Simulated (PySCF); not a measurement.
**MoOF₂: relaxation and vibrations of the singlet**

Where does singlet MoOF₂ go from a trigonal planar start, is the end point a minimum, and what are its modes, charges and moments?

The runs use PySCF 2.14.0; PBE0, basis Mo def2-TZVP with ECP28, O def2-TZVP, F def2-TZVP, scalar-relativistic core potentials, no spin–orbit coupling, density fitting.

### 1 Starting geometry

4 atoms, charge 0, spin multiplicity 1.

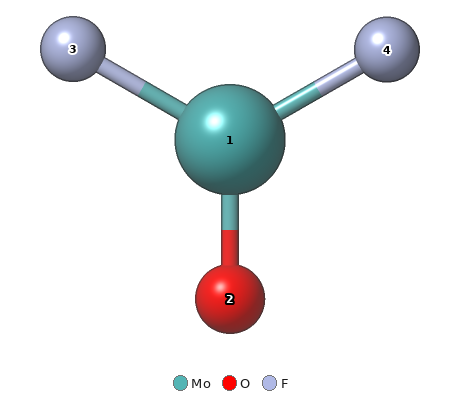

The starting geometry (molybdenum teal, oxygen red, fluorine light blue); atoms are numbered from 1 in the order of the file.

```xyz
4
charge 0 multiplicity 1
Mo    0.0000    0.0000   -0.0652
O     0.0000    0.0000   -1.8452
F    -1.7494    0.0000    0.9448
F     1.7494    0.0000    0.9448
```

### 2 The SCF at the typed geometry

One driver script runs all steps and calls PySCF; scf.py shows how it sets up the SCF of each step. The optimiser is the driver's own. After this first run the driver tries any further starts and a stability analysis.

scf.py

```python
from pyscf import gto, scf, dft
mol = gto.M(atom='''
Mo    -0.000000     0.000000    -0.065220
O      0.000000     0.000000    -1.845200
F     -1.749370     0.000000     0.944790
F      1.749390     0.000000     0.944800''',
    basis={'Mo': 'def2-TZVP', 'O': 'def2-TZVP', 'F': 'def2-TZVP'},
    ecp={'Mo': 'def2-TZVP'},
    charge=0, spin=0)
mf = dft.RKS(mol, xc='PBE0')
mf.grids.atom_grid = (50, 194)
aux = {'Mo': 'def2-universal-JKFIT', 'O': 'def2-universal-JKFIT', 'F': 'def2-universal-JKFIT'}
mf = mf.density_fit(auxbasis=aux)
mf.conv_tol = 1e-08
mf.diis_space = 10
mf.max_cycle = 60
mf.init_guess = 'minao'
mf.verbose = 4
mf.kernel()
```

Run with:

```console
> OMP_NUM_THREADS=4 python axn.py task.json out
```

After this run come: Relaxation: trigonal planar start, singlet; Is it a minimum? Harmonic modes; A spin-polarised start; Is it a minimum? Harmonic modes.

Before running it: what results should come out? Wanted: minimum; geometry; wavenumbers; dipole moment; highest occupied, lowest empty level; polar-tensor charge of Mo1; zero-point energy; atomisation energy; ⟨S²⟩.

As calculated:

| quantity | value |
| --- | --- |
| minimum | broken-symmetry (Ms = 0), C2v |
| geometry | Mo–F 1.859 Å (×2), Mo–O 1.648 Å; F–Mo–F 119.6°, F–Mo–O 120.2° (×2) |
| wavenumbers (cm⁻¹) | 131, 162, 226, 649, 691, 1095 |
| dipole moment | 0.16 D |
| highest occupied, lowest empty level (either spin) | -7.41, -3.39 eV |
| polar-tensor charge of Mo1 | +2.07 e |
| zero-point energy | 17.7 kJ/mol |
| entropy at 298.15 K | 306.8 J/(mol K) |
| atomisation energy (no zero-point energy) | 1553 kJ/mol |
| ⟨S²⟩ | 0.901 |

**Reading.** The molecule stays C2v, as typed, and the end point is a minimum. The determinant is spin-contaminated (⟨S²⟩ = 0.90 against 0.00), so it is no pure spin state. In the infrared the band at 691 cm⁻¹ (stretch) leads. The first SCF alone would have been 51 kJ/mol too high. Other starts or spin states, not run here, may lie lower. The SCF density has lower symmetry than the nuclear frame.
